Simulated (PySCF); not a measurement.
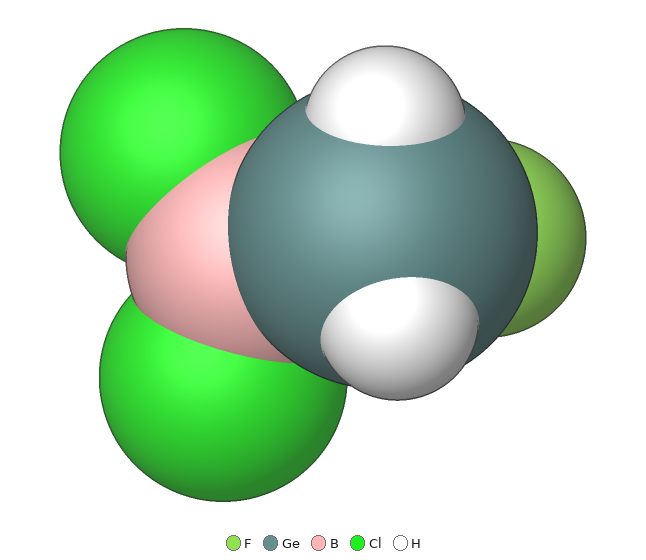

Computed geometry: PBE0-D3(BJ)/def2-SVP optimisation. No frequency run is at hand to confirm it as a minimum.

Draw it as a skeletal formula.

SMILES: [F][GeH2][B](Cl)Cl

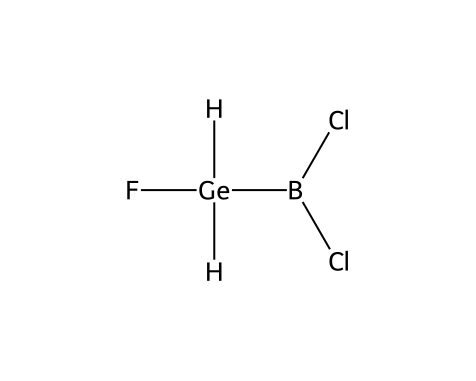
